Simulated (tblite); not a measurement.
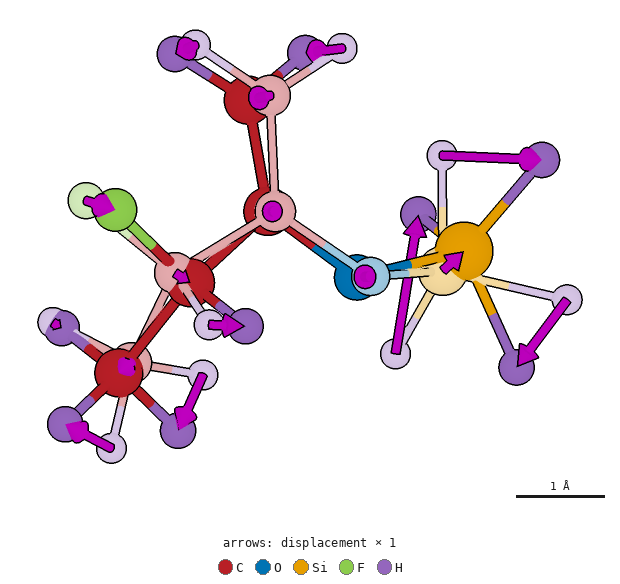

A relaxation of C$_{4}$H$_{9}$FOSi. The starting structure is drawn faded, the final one solid; purple arrows show the displacements, at their true length. The two geometries are superimposed by the best rigid fit.

A ball-and-stick model, seen at a tilt.

The calculation used GFN2-xTB geometry optimisation, gas phase (tblite). 

**Atoms of which element are displaced furthest, and by how much?**

Hydrogen: up to 1.66 Å, against 0.51 Å for carbon.

**What happened in the run?**

After 143 geometry steps the energy has fallen by 0.555 eV. The largest move after the best rigid fit is that of an H atom, 1.66 Å. Largest moves by element: H 1.66 Å, C 0.51 Å, F 0.46 Å, O 0.42 Å, Si 0.34 Å. Among the contacts that change: O–Si 1.712 → 1.629 Å, C–H 1.127 → 1.088 Å, C–F 1.351 → 1.379 Å, H–Si 1.482 → 1.454 Å. Bond angles that change, for instance: O–C–C 118.6° → 110.7°, O–Si–H 106.2° → 98.4°, H–Si–H 106.8° → 113.6°. Groups turn about C–O by about 45°, C–C by about 35°, O–Si by about 30°. The run took 2.6 s on 1 thread of Intel(R) Xeon(R) Processor @ 2.50GHz (shared host).
